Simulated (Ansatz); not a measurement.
## A computed series for hypothetical P4/nmm Co2Si: pressure series

Base system: Co₂Si (space group P4/nmm, No. 129; a = 3.455 Å, c = 5.751 Å; ferromagnetic; a hypothetical phase, not in the database extracts checked).

Cell and atoms are relaxed at each pressure.

Computed with PBE, PAW, 420 eV (Ansatz, a program for electronic structure; no spin-orbit coupling).

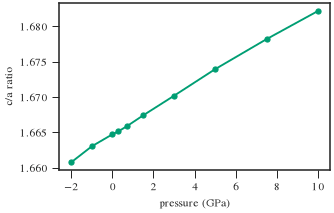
Figure. c/a ratio against pressure

Question: From the plot, what is the c/a ratio for pressure 10 GPa?

Answer: About 1.682.

Question: Is the trend monotonic over the range shown?

Answer: Yes, it rises throughout, spanning 1.661 to 1.682.

The magnetic state is the one reached from the starting moments; the real material's order can differ, and small cells can't hold many antiferromagnetic ones. Load acts through the strain it causes; cell and atoms are relaxed under it. Whether these cells are dynamically stable was not tested. Competing high-pressure phases were not computed.
